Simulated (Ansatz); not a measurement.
# Cu2(OH)4 (Cu₂H₄O₄): geometry, orbitals and charge

What does Cu2(OH)4 (Cu₂H₄O₄) look like as a triplet, and where do its frontier electrons sit?

Computed with Ansatz 0.2.0, Gaussian basis. Level: UKS PBE0-D4/def2-TZVP.

Levels to be run: relaxation at PBE-D4/def2-SVP; a search for the lowest solution at PBE-D4/def2-SVP; a single point at PBE0-D4/def2-TZVP.

2 further runs of the same task are left out: 2 set aside as unsound or not needed. Runs told in other sessions of the task aren't counted.

### 1 The system as given

10 atoms, charge 0, spin multiplicity 3.

Atoms are counted from 1 here; the program's logs count them from 0.

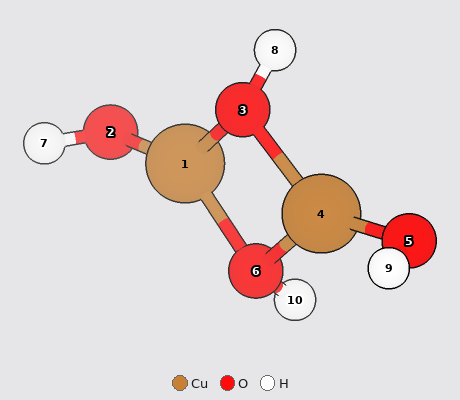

The starting geometry (copper orange, oxygen red, hydrogen white); atoms are numbered from 1 in the order of the file.

No spin-orbit coupling is included.

The start is a GFN2-xTB geometry.

### 2 Relaxation at PBE-D4/def2-SVP

Contents of in.yaml:

```yaml
crystal:
  periodic: [false, false, false]
  atoms:
    - {symbol: Cu, position_ang: [0.020520, -0.589460, 1.296370]}
    - {symbol: O, position_ang: [-0.042910, -1.360380, 2.813060]}
    - {symbol: O, position_ang: [-0.495400, 1.035080, 0.485570]}
    - {symbol: Cu, position_ang: [-0.043400, 0.592270, -1.294390]}
    - {symbol: O, position_ang: [-0.193620, 1.241090, -2.860100]}
    - {symbol: O, position_ang: [0.608290, -0.970230, -0.458290]}
    - {symbol: H, position_ang: [0.715960, -1.227220, 3.380100]}
    - {symbol: H, position_ang: [-1.408700, 1.300650, 0.628540]}
    - {symbol: H, position_ang: [0.536900, 1.780170, -3.160910]}
    - {symbol: H, position_ang: [0.302360, -1.801970, -0.829950]}
basis:
  gaussian: {orbitals: def2-SVP}
magnetization: {spin_polarized: true, initial_magnetization: 2}
hamiltonian: {xc: pbe, dispersion: d4}
scf: {lower_state_search: "off"}
output: {orbitals: {seedname: orbitals}}
relax: {f_tol: 0.02, max_steps: 100}
```

On the command line:

```sh
$ ansatz run in.yaml --threads 4 --pin off --events-out ev --progress --plain --max-ram 4787MiB
```

What it wrote (excerpt; [...] marks lines left out):

```text
Functional definition: PBE
  name "PBE"
  cite "Perdew, Burke & Ernzerhof, Phys. Rev. Lett. 77, 3865 (1996) doi:10.1103/PhysRevLett.77.3865"
  parent pbe
[...]
1572 factors; their error is unknown
[...]
mean field -97494.61341116 eV, -3582.8609586376 hartree, gradient 4.9e-6 eV, S^2 2.003383; 0 other end points of the search recorded, 0 dependent functions left out
[...]
reference -97494.61349878 eV, -3582.8609618576 hartree; 48, 46 occupied and 90, 92 virtual orbitals, 1572 factors
relax step   1: F+E_penalty+E_count = -97494.83998344 eV  Δ(F+E_penalty+E_count) = +0.000e0 eV  max|allowed force component| = 1.726e0 eV/Å  Δτ_max = 0.0000 Å  (23 SCF iters, accepted)
[...]
relax step   3: F+E_penalty+E_count = -97495.19007102 eV  Δ(F+E_penalty+E_count) = -1.180e-1 eV  max|allowed force component| = 1.972e-1 eV/Å  Δτ_max = 0.1924 Å  (27 SCF iters, accepted)
[...]
relax step   5: F+E_penalty+E_count = -97495.21263888 eV  Δ(F+E_penalty+E_count) = -9.015e-3 eV  max|allowed force component| = 1.839e-1 eV/Å  Δτ_max = 0.1408 Å  (24 SCF iters, accepted)
[...]
relax step   7: F+E_penalty+E_count = -97495.21888537 eV  Δ(F+E_penalty+E_count) = -1.981e-3 eV  max|allowed force component| = 2.791e-2 eV/Å  Δτ_max = 0.0220 Å  (25 SCF iters, accepted)
[...]
relax step   8: F+E_penalty+E_count = -97495.21900341 eV  Δ(F+E_penalty+E_count) = -1.180e-4 eV  max|allowed force component| = 2.700e-2 eV/Å  Δτ_max = 0.0083 Å  (25 SCF iters, accepted)
[...]
relax step   9: F+E_penalty+E_count = -97495.21908584 eV  Δ(F+E_penalty+E_count) = -8.243e-5 eV  max|allowed force component| = 6.406e-3 eV/Å  Δτ_max = 0.0062 Å  (20 SCF iters, accepted)
Total energy: -97495.21917369 eV, -3582.8832200000 hartree
Atom 0 at     0.057700    -0.575565     1.296726 Å, force     0.002222     0.002342    -0.006406 eV/Å
Atom 1 at    -0.402898    -1.529533     2.750518 Å, force    -0.000235     0.000697     0.000127 eV/Å
Atom 2 at    -0.172140     1.214957     0.560020 Å, force    -0.005632     0.000987     0.000130 eV/Å
Atom 3 at    -0.009094     0.604151    -1.284864 Å, force     0.002297    -0.002291     0.006382 eV/Å
Atom 4 at    -0.554923     1.077913    -2.932061 Å, force     0.000880     0.000998    -0.001034 eV/Å
Atom 5 at     0.965124    -0.840711    -0.409461 Å, force    -0.003672    -0.003842    -0.001229 eV/Å
Atom 6 at     0.285208    -1.482035     3.444403 Å, force    -0.000615    -0.001121     0.002017 eV/Å
Atom 7 at    -1.050129     1.595630     0.755980 Å, force     0.003437     0.000617     0.000657 eV/Å
Atom 8 at     0.101651     1.650258    -3.377728 Å, force    -0.001748    -0.000266    -0.001038 eV/Å
Atom 9 at     0.779500    -1.715065    -0.803534 Å, force     0.003066     0.001879     0.000395 eV/Å
Dipole moment:     0.185313     0.087287     0.034985 e Å
Checks for a lower state left out: stability, starts, cluster_reference, orbital_swaps, neighbouring_geometries, increment
```

It took 21 s on 4 threads of Arm Neoverse V1, shared host.

Along the way:

```
step  energy from step 1 (eV)  largest force component (eV/Å)
   1                   0.0000                          1.7257
   2                  -0.2321                          1.1031
   3                  -0.3501                          0.1972
   4                  -0.3636                          0.1215
   5                  -0.3727                          0.1839
   6                  -0.3769                          0.0934
   7                  -0.3789                          0.0279
   8                  -0.3790                          0.0270
   9                  -0.3791                          0.0064
```

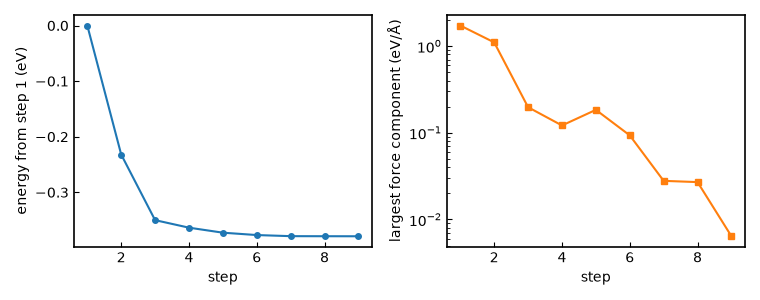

Energy and largest force along the relaxation.

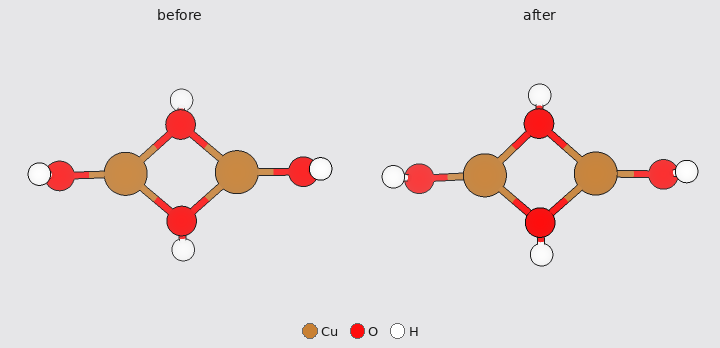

Before and after, at one scale.

Distances of close pairs at the start and the end, largest changes first:

```
  bond  before (Å)  after (Å)  change (Å)
Cu4–O5       1.701      1.799      +0.097
Cu1–O2       1.703      1.799      +0.096
Cu1–O3       1.888      1.950      +0.062
Cu4–O6       1.888      1.950      +0.062
Cu1–O6       1.889      1.951      +0.061
O3–Cu4       1.889      1.950      +0.061
 O5–H9       0.956      0.978      +0.022
 O2–H7       0.957      0.978      +0.022
```

Bonds by kind at the end (by distance):

```
bond  count  shortest (Å)  longest (Å)
Cu–O      6         1.799        1.951
 H–O      4         0.977        0.978
```

### 3 Searching for the lowest solution, PBE-D4/def2-SVP

start.molden holds the orbitals of an earlier run on this state, given as this run's starting guess.

Contents of in.yaml:

```yaml
crystal:
  periodic: [false, false, false]
  atoms:
    - {symbol: Cu, position_ang: [0.057700, -0.575565, 1.296726]}
    - {symbol: O, position_ang: [-0.402898, -1.529533, 2.750518]}
    - {symbol: O, position_ang: [-0.172140, 1.214957, 0.560020]}
    - {symbol: Cu, position_ang: [-0.009094, 0.604151, -1.284864]}
    - {symbol: O, position_ang: [-0.554923, 1.077913, -2.932061]}
    - {symbol: O, position_ang: [0.965124, -0.840711, -0.409461]}
    - {symbol: H, position_ang: [0.285208, -1.482035, 3.444403]}
    - {symbol: H, position_ang: [-1.050129, 1.595630, 0.755980]}
    - {symbol: H, position_ang: [0.101651, 1.650258, -3.377728]}
    - {symbol: H, position_ang: [0.779500, -1.715065, -0.803534]}
basis:
  gaussian: {orbitals: def2-SVP, initial_orbitals: start.molden}
magnetization: {spin_polarized: true, initial_magnetization: 2}
hamiltonian: {xc: pbe, dispersion: d4}
output: {orbitals: {seedname: orbitals}}
```

Launched as before.

What it wrote:

```text
Functional definition: PBE
  name "PBE"
  cite "Perdew, Burke & Ernzerhof, Phys. Rev. Lett. 77, 3865 (1996) doi:10.1103/PhysRevLett.77.3865"
  parent pbe
  parameter kappa = 0.804
  parameter beta = 0.06672455060314922
  exchange = pbe_x(kappa = kappa, mu = beta*pi^2/3)
  correlation = pbe_c(beta = beta)
1572 factors; their error is unknown
mean field evaluation 1: about -97495.0629 eV, gradient 1.6e-1 eV
mean field evaluation 2: about -97494.9994 eV, gradient 5.5e-5 eV
mean field evaluation 4: about -97299.7148 eV, gradient 2.0e2 eV
mean field evaluation 8: about -97494.8564 eV, gradient 7.6e0 eV
mean field evaluation 16: about -97494.9994 eV, gradient 6.1e-3 eV
mean field evaluation 32: about -97492.1724 eV, gradient 1.5e1 eV
mean field evaluation 64: about -97494.0112 eV, gradient 3.5e0 eV
mean field -97494.99942043 eV, -3582.8751442166 hartree, gradient 5.5e-5 eV, S^2 2.003674; 7 other end points of the search recorded, 0 dependent functions left out
reference -97494.99950828 eV, -3582.8751474450 hartree; 48, 46 occupied and 90, 92 virtual orbitals, 1572 factors
Total energy: -97495.21917370 eV, -3582.8832200003 hartree
```

Run time: 9.5 s. Hardware: 4 threads of Arm Neoverse V1, shared host.

From the report: HOMO -5.49 eV, LUMO -4.53 eV (over both spins); ⟨S²⟩ 2.004 (pure: 2.00).

### 4 Single point, PBE0-D4/def2-TZVP

in.yaml: that of step 3 with these lines changed.

```diff
@@ -14,5 +14,6 @@
 basis:
-  gaussian: {orbitals: def2-SVP, initial_orbitals: start.molden}
+  gaussian: {orbitals: def2-TZVP, initial_orbitals: start.molden}
 magnetization: {spin_polarized: true, initial_magnetization: 2}
-hamiltonian: {xc: pbe, dispersion: d4}
+hamiltonian: {xc: pbe0, dispersion: d4}
+scf: {omitted_lower_state_checks: [starts]}
 output: {orbitals: {seedname: orbitals}}
```

The command is unchanged.

What it wrote:

```text
Functional definition: PBE0
  name "PBE0"
  cite "Adamo & Barone, J. Chem. Phys. 110, 6158 (1999) doi:10.1063/1.478522"
  cite "Perdew, Burke & Ernzerhof, Phys. Rev. Lett. 77, 3865 (1996) doi:10.1103/PhysRevLett.77.3865"
  parent pbe
  parameter a = 0.25
  parameter kappa = 0.804
  parameter beta = 0.06672455060314922
  exchange = (1 - a)*pbe_x(kappa = kappa, mu = beta*pi^2/3) + a*exact_x
  correlation = pbe_c(beta = beta)
these checks for a lower state are left out or cut short: starts
1864 factors; their error is unknown
mean field evaluation 1: about -97511.5910 eV, gradient 1.5e2 eV
mean field evaluation 2: about -97517.3495 eV, gradient 7.3e0 eV
mean field evaluation 4: about -97517.9870 eV, gradient 4.5e-2 eV
mean field evaluation 8: about -97518.0814 eV, gradient 1.3e-5 eV
mean field -97518.08139104 eV, -3583.7233909911 hartree, gradient 9.8e-6 eV, S^2 2.011919; 0 other end points of the search recorded, 0 dependent functions left out
reference -97518.08142944 eV, -3583.7233924023 hartree; 48, 46 occupied and 190, 192 virtual orbitals, 1864 factors
Total energy: -97518.26833037 eV, -3583.7302608847 hartree
Checks for a lower state left out: starts
```

Wall time 22 s (4 threads of Arm Neoverse V1, shared host); peak memory 1.2 GiB.

From the report: HOMO -8.09 eV, LUMO -3.61 eV (over both spins); ⟨S²⟩ 2.012 (pure: 2.00).

Mulliken charges, from this run's orbitals:

```
atom  value (e)
 Cu1       0.62
  O2      -0.61
  O3      -0.68
 Cu4       0.63
  O5      -0.61
  O6      -0.68
  H7       0.33
  H8       0.34
  H9       0.33
 H10       0.34
```

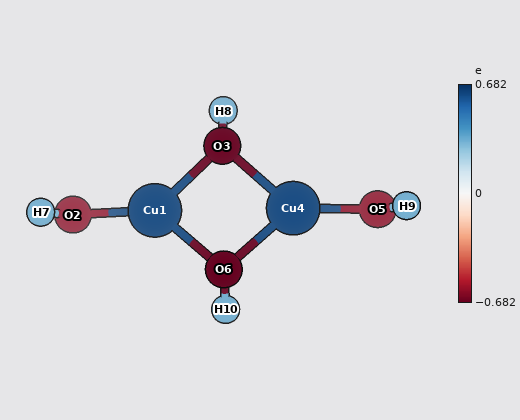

Mulliken charges, from this run's orbitals, as colours on the atoms.

Mulliken spin populations:

```
atom  value (e)
 Cu1       0.60
  O2       0.24
  O3       0.17
 Cu4       0.60
  O5       0.24
  O6       0.17
  H7      -0.01
  H8       0.00
  H9      -0.01
 H10       0.00
```

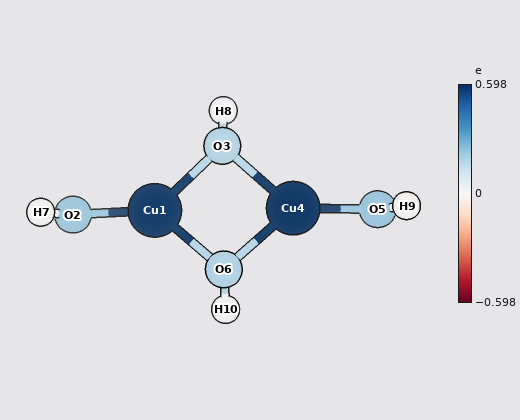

Mulliken spin populations, as colours on the atoms.

Largest Mayer bond orders: Cu1–O2 1.08; Cu4–O5 1.08; O2–H7 0.88; O5–H9 0.88; O3–H8 0.88; O6–H10 0.88; Cu1–O6 0.52; Cu4–O6 0.52; Cu1–O3 0.51; O3–Cu4 0.51.

### 5 Summary of results

```
                                         quantity                           value
                                      point group                             C2v
                   commonest bond, hydrogen aside  Cu–O, 6 of mean length 1.900 Å
HOMO, LUMO at PBE0-D4/def2-TZVP (over both spins)                 -8.09, -3.61 eV
                                             ⟨S²⟩                           2.012
                        dipole at PBE-D4/def2-SVP                          1.00 D
```

In words: The molecule keeps its bonding pattern by the stored test; the atoms moved 0.40 Å (rms). No usable vibrations, so a minimum isn't proven. Whether this spin is the lowest isn't tested here.
